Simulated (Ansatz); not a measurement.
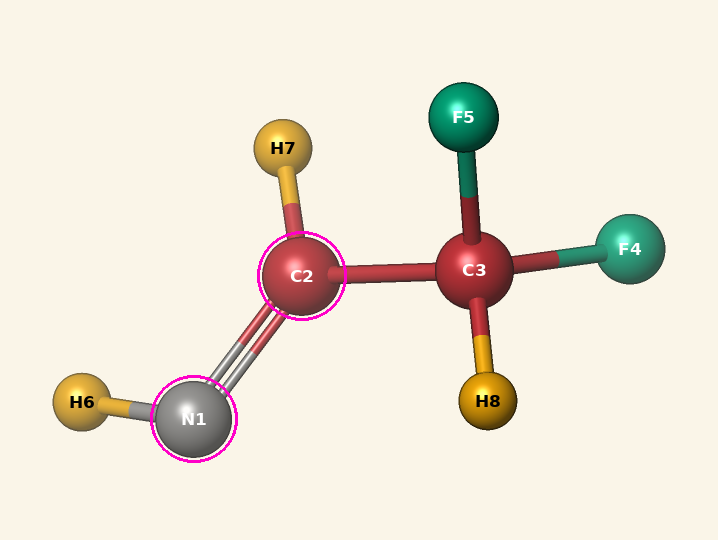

Depth is shown by fading: the farther an atom, the more it takes the colour of the background. Circles mark the stereogenic atoms. The geometry was computed by an optimisation with PBE-D4/def2-SVP. No frequency run is at hand to confirm it as a minimum.

**Assign CIP descriptors.**

N1=C2: E.

**Write the isomeric SMILES.**

[H]/N=C/C(F)F
